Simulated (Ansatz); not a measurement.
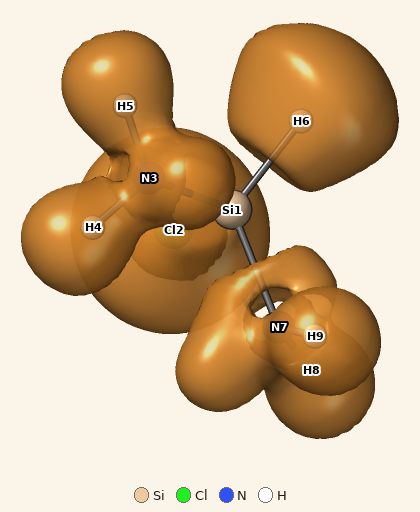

ClH$_{5}$N$_{2}$Si. Isosurface of the electron localisation function at 0.75 (orange), seen at an oblique angle. Core shells and regions of very low density are left out.

These are results of RKS revPBE-D4/6-31G* (Ansatz), not measurements.

```tsv
atom	x (Å)	y (Å)	z (Å)
Si	0.0400	-0.0592	-0.0565
Cl	-0.0547	-0.1263	2.0490
N	1.6030	-0.0216	-0.7871
H	2.2331	-0.8111	-0.6373
H	2.1159	0.8606	-0.8055
H	-0.5954	1.2506	-0.4133
N	-0.6852	-1.5561	-0.5320
H	-1.4638	-1.9253	0.0124
H	-0.8036	-1.7411	-1.5285
```

> Where are the electrons localised?

The surface consists of one region around a hydrogen nucleus, one region on Cl in which the atom's valence shell and bonds are merged and two joined regions spread over several atoms (H, N), in which their bonds and any lone pairs are merged. Profiles from the grid: Si–N (1.73 Å): the ELF peaks at about 0.90 between the atoms: a shared but strongly polarised pair. Si–Cl (2.11 Å): the ELF peaks at about 0.90 between the atoms, as expected for a shared but strongly polarised pair.
